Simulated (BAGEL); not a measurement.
**singlet [SiN2H5]+, step by step**

Wanted: a single-point energy (singlet [SiN2H5]+, HF/6-31G*), then a single-point energy (doublet SiN2H5, NEVPT2(3,2)/6-31G*), then the energy (doublet SiN2H5, CASPT2(3,2)/6-31G*) of H5N2Si. 

Program for the calculation: BAGEL 1.2.2.

## 1. Starting point

The species is [SiN2H5]+ (8 atoms), meant as a singlet with charge +1. SMILES of the parent species: `N[SiH]N`. The N1–H4 distance was set to 1.916 Å, away from the relaxed value. That shape belongs to the parent species and isn't relaxed for this state. At this shape a bond of the SMILES string is far longer than usual.

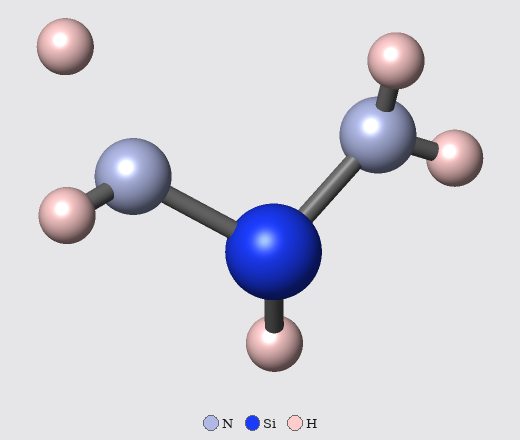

Viewed from a chosen angle; nitrogen light blue, silicon blue, hydrogen pink.

## 2. The energy at HF/6-31G(d) (density fitting with svp-jkfit, spherical functions) (run 1)

Contents of input.json:

```json
{ "bagel" : [

{
  "title" : "molecule",
  "basis" : "6-31gs.json",
  "df_basis" : "svp-jkfit",
  "angstrom" : false,
  "geometry" : [
    { "atom" : "N", "xyz" : [    -0.59562845,     1.98787472,    -2.13846888 ] },
    { "atom" : "Si", "xyz" : [     2.34232876,     1.90812828,    -0.78240142 ] },
    { "atom" : "N", "xyz" : [     2.83705906,    -1.17684962,     0.11673027 ] },
    { "atom" : "H", "xyz" : [    -3.43533312,     0.27306543,    -0.68899415 ] },
    { "atom" : "H", "xyz" : [    -1.10509861,     3.36227253,    -3.34505902 ] },
    { "atom" : "H", "xyz" : [     2.69892008,     3.37115424,     1.62851117 ] },
    { "atom" : "H", "xyz" : [     2.72613214,    -2.57789257,    -1.16885041 ] },
    { "atom" : "H", "xyz" : [     4.12093899,    -1.56972368,     1.46675062 ] }
  ]
},

{
  "title" : "hf",
  "charge" : 1
},

{
  "title" : "print",
  "file" : "orbitals.molden",
  "orbitals" : true
}

]}
```

The basis set 6-31G* is read from a file made from the Basis Set Exchange's data (not shown).

Run with:

```sh
BAGEL_NUM_THREADS=1 BAGEL input.json > input.out
```

Standard output:

```text
* using 1 threads per process

  ===============================================================
  ===============================================================

  *** Geometry ***

  { "atom" : "N", "xyz" : [     -0.595628,      1.987875,     -2.138469 ] },
  { "atom" : "Si", "xyz" : [      2.342329,      1.908128,     -0.782401 ] },
  { "atom" : "N", "xyz" : [      2.837059,     -1.176850,      0.116730 ] },
  { "atom" : "H", "xyz" : [     -3.435333,      0.273065,     -0.688994 ] },
  { "atom" : "H", "xyz" : [     -1.105099,      3.362273,     -3.345059 ] },
  { "atom" : "H", "xyz" : [      2.698920,      3.371154,      1.628511 ] },
  { "atom" : "H", "xyz" : [      2.726132,     -2.577893,     -1.168850 ] },
  { "atom" : "H", "xyz" : [      4.120939,     -1.569724,      1.466751 ] },

  Number of auxiliary basis functions:      372

  Since a DF basis is specified, we compute 2- and 3-index integrals:
    o Being stored without compression. Storage requirement is 0.009 GB

  Number of basis functions:       56
  Number of electrons      :       33

    * METHOD: MOLECULE                             0.13

  *** RHF ***

  === Nuclear Repulsion ===
   108.2154520017

      * DIIS with orbital gradients will be used.

  === RHF iteration (6-31gs.json) ===
      0       -399.98546239          0.03331144           0.03
      1       -400.13255677          0.02543276           0.03
      2       -400.28033492          0.00259398           0.02
      3       -400.28264773          0.00138149           0.03
      4       -400.28325200          0.00031712           0.03
      5       -400.28332190          0.00010891           0.02
      6       -400.28333689          0.00004458           0.03
      7       -400.28333973          0.00002282           0.02
      8       -400.28334076          0.00001169           0.03
      9       -400.28334102          0.00000645           0.03
     10       -400.28334110          0.00000337           0.03
     11       -400.28334112          0.00000131           0.02
     12       -400.28334112          0.00000063           0.03
     13       -400.28334112          0.00000034           0.03
     14       -400.28334112          0.00000016           0.02
     15       -400.28334112          0.00000007           0.03
     16       -400.28334112          0.00000004           0.03
     17       -400.28334112          0.00000002           0.02
     18       -400.28334112          0.00000001           0.03
     19       -400.28334112          0.00000001           0.03
    * SCF iteration converged.

    * Permanent dipole moment:
           (    0.103991,    -0.156041,     0.086060) a.u.

    * METHOD: HF                                   0.62

    * METHOD: PRINT                                0.01

  ===============================================================
```

It took 0.9 s on 1 thread of Arm Neoverse V1, shared host; peak memory 0.15 GiB.

## 3. Doublet neutral SiN2H5: a single-point energy at NEVPT2(3,2)/6-31G(d) (density fitting with svp-jkfit, spherical functions) (run 2)

input.json: that of step 2 with these lines changed.

```diff
@@ -25,2 +25,25 @@
 {
+  "title" : "casscf",
+  "nstate" : 1,
+  "nact" : 2,
+  "nclosed" : 15,
+  "nspin" : 1,
+  "active" : [14, 17],
+  "maxiter" : 200,
+  "natocc" : true
+},
+
+{
+  "title" : "nevpt2",
+  "nstate" : 1,
+  "nact" : 2,
+  "nclosed" : 15,
+  "nspin" : 1,
+  "active" : [14, 17],
+  "maxiter" : 200,
+  "natocc" : true,
+  "ncore" : 7
+},
+
+{
   "title" : "print",
```

The basis set 6-31G* is read from a file made from the Basis Set Exchange's data (not shown).

Run with:

```sh
BAGEL_NUM_THREADS=1 BAGEL input.json > input.out
```

Standard output:

```text
* using 1 threads per process

  ===============================================================
  ===============================================================

  *** Geometry ***

  { "atom" : "N", "xyz" : [     -0.595628,      1.987875,     -2.138469 ] },
  { "atom" : "Si", "xyz" : [      2.342329,      1.908128,     -0.782401 ] },
  { "atom" : "N", "xyz" : [      2.837059,     -1.176850,      0.116730 ] },
  { "atom" : "H", "xyz" : [     -3.435333,      0.273065,     -0.688994 ] },
  { "atom" : "H", "xyz" : [     -1.105099,      3.362273,     -3.345059 ] },
  { "atom" : "H", "xyz" : [      2.698920,      3.371154,      1.628511 ] },
  { "atom" : "H", "xyz" : [      2.726132,     -2.577893,     -1.168850 ] },
  { "atom" : "H", "xyz" : [      4.120939,     -1.569724,      1.466751 ] },

  Number of auxiliary basis functions:      372

  Since a DF basis is specified, we compute 2- and 3-index integrals:
    o Being stored without compression. Storage requirement is 0.009 GB

  Number of basis functions:       56
  Number of electrons      :       33

    * METHOD: MOLECULE                             0.14

  *** RHF ***

  === Nuclear Repulsion ===
   108.2154520017

      * DIIS with orbital gradients will be used.

  === RHF iteration (6-31gs.json) ===
      0       -399.98546239          0.03331144           0.03
      1       -400.13255677          0.02543276           0.02
      2       -400.28033492          0.00259398           0.02
      3       -400.28264773          0.00138149           0.02
      4       -400.28325200          0.00031712           0.02
      5       -400.28332190          0.00010891           0.03
[... 12 lines of this table left out ...]
     18       -400.28334112          0.00000001           0.03
     19       -400.28334112          0.00000001           0.03
    * SCF iteration converged.

    * Permanent dipole moment:
           (    0.103991,    -0.156041,     0.086060) a.u.

    * METHOD: HF                                   0.63

  ---------------------------
      CASSCF calculation
  ---------------------------

    ==== Active orbitals : =====
         Orbital 14
         Orbital 17
    ============================

    * nstate   :      1
    * nclosed  :     15
    * nact     :      2
    * nvirt    :     39
  === CASSCF iteration (6-31gs.json) ===

    * Using the second-order algorithm

      0  0      -400.52363057     1.24e-02      0.01

      1  0      -400.54385952     3.37e-03      0.17

      2  0      -400.54826993     6.10e-03      0.15

[... 37 lines of this table left out ...]

     22  0      -400.55909391     1.12e-06      0.09

[... 286 further lines ...]
    166  0      -400.55909391     1.08e-06      0.09

    167  0      -400.55909391     9.14e-07      0.09

    168  0      -400.55909391     1.30e-06      0.08

[... 59 lines of this table left out ...]

    199  0      -400.55909391     8.06e-07      0.09

  ERROR: EXCEPTION RAISED:  Max iteration reached during the second-order optimization.
```

Wall time 19 s (1 thread of Arm Neoverse V1, shared host); peak memory 0.15 GiB.

The iterations ended before the threshold was met.

## 4. Doublet neutral SiN2H5: the energy at CASPT2(3,2)/6-31G(d) (density fitting with svp-jkfit, spherical functions) (run 3)

Contents of caspt2.json:

```json
{ "bagel" : [

{
  "title" : "molecule",
  "basis" : "6-31gs.json",
  "df_basis" : "svp-jkfit",
  "geometry" : [
    { "atom" : "N", "xyz" : [ -0.59562845,  1.98787472, -2.13846888 ] },
    { "atom" : "Si", "xyz" : [  2.34232876,  1.90812828, -0.78240142 ] },
    { "atom" : "N", "xyz" : [  2.83705906, -1.17684962,  0.11673027 ] },
    { "atom" : "H", "xyz" : [ -3.43533312,  0.27306543, -0.68899415 ] },
    { "atom" : "H", "xyz" : [ -1.10509861,  3.36227253, -3.34505902 ] },
    { "atom" : "H", "xyz" : [  2.69892008,  3.37115424,  1.62851117 ] },
    { "atom" : "H", "xyz" : [  2.72613214, -2.57789257, -1.16885041 ] },
    { "atom" : "H", "xyz" : [  4.12093899, -1.56972368,  1.46675062 ] }
  ]
},
{ "title" : "hf", "charge" : 1 },
{ "title" : "casscf", "nstate" : 1, "nact" : 2, "nclosed" : 15, "nspin" : 1, "active" : [14, 17], "maxiter" : 200, "natocc" : true },
{ "title" : "print", "file" : "orbitals.molden", "orbitals" : true },
{ "title" : "smith", "method" : "caspt2", "ms" : true, "xms" : true, "sssr" : true, "shift" : 0.2, "shift_imag" : true, "ncore" : 7 }

]}
```

The basis set 6-31G* is read from a file made from the Basis Set Exchange's data (not shown).

Run with:

```sh
BAGEL_NUM_THREADS=1 BAGEL caspt2.json > caspt2.out
```

Standard output:

```text
* using 1 threads per process

  ===============================================================
  ===============================================================

  *** Geometry ***

  { "atom" : "N", "xyz" : [     -0.595628,      1.987875,     -2.138469 ] },
  { "atom" : "Si", "xyz" : [      2.342329,      1.908128,     -0.782401 ] },
  { "atom" : "N", "xyz" : [      2.837059,     -1.176850,      0.116730 ] },
  { "atom" : "H", "xyz" : [     -3.435333,      0.273065,     -0.688994 ] },
  { "atom" : "H", "xyz" : [     -1.105099,      3.362273,     -3.345059 ] },
  { "atom" : "H", "xyz" : [      2.698920,      3.371154,      1.628511 ] },
  { "atom" : "H", "xyz" : [      2.726132,     -2.577893,     -1.168850 ] },
  { "atom" : "H", "xyz" : [      4.120939,     -1.569724,      1.466751 ] },

  Number of auxiliary basis functions:      372

  Since a DF basis is specified, we compute 2- and 3-index integrals:
    o Being stored without compression. Storage requirement is 0.009 GB

  Number of basis functions:       56
  Number of electrons      :       33

    * METHOD: MOLECULE                             0.13

  *** RHF ***

  === Nuclear Repulsion ===
   108.2154520017

      * DIIS with orbital gradients will be used.

  === RHF iteration (6-31gs.json) ===
      0       -399.98546239          0.03331144           0.03
      1       -400.13255677          0.02543276           0.03
      2       -400.28033492          0.00259398           0.02
      3       -400.28264773          0.00138149           0.02
      4       -400.28325200          0.00031712           0.02
      5       -400.28332190          0.00010891           0.03
[... 12 lines of this table left out ...]
     18       -400.28334112          0.00000001           0.02
     19       -400.28334112          0.00000001           0.03
    * SCF iteration converged.

    * Permanent dipole moment:
           (    0.103991,    -0.156041,     0.086060) a.u.

    * METHOD: HF                                   0.58

  ---------------------------
      CASSCF calculation
  ---------------------------

    ==== Active orbitals : =====
         Orbital 14
         Orbital 17
    ============================

    * nstate   :      1
    * nclosed  :     15
    * nact     :      2
    * nvirt    :     39
  === CASSCF iteration (6-31gs.json) ===

    * Using the second-order algorithm

      0  0      -400.52363057     1.24e-02      0.01

      1  0      -400.54385952     3.37e-03      0.16

      2  0      -400.54826993     6.10e-03      0.14

[... 37 lines of this table left out ...]

     22  0      -400.55909391     1.12e-06      0.08

[... 286 further lines ...]
    166  0      -400.55909391     1.08e-06      0.08

    167  0      -400.55909391     9.14e-07      0.09

    168  0      -400.55909391     1.30e-06      0.08

[... 59 lines of this table left out ...]

    199  0      -400.55909391     8.06e-07      0.08

  ERROR: EXCEPTION RAISED:  Max iteration reached during the second-order optimization.
```

Wall time 19 s (1 thread of Arm Neoverse V1, shared host); peak memory 0.15 GiB.

The iterations ended before the threshold was met.

## 5. What came out

| quantity | value |
| --- | --- |
| run 1, HF/6-31G*: total energy | -400.28334 Eh |
| run 1, HF/6-31G*: HOMO energy | -16.03 eV |
| run 1, HF/6-31G*: LUMO energy | -6.54 eV |
| run 1, HF/6-31G*: HOMO–LUMO gap | 9.49 eV |
| doublet neutral SiN2H5, run 2 | no result (not converged) |
| doublet neutral SiN2H5, run 3 | no result (not converged) |

In words: 2 of the 3 runs did not end normally.
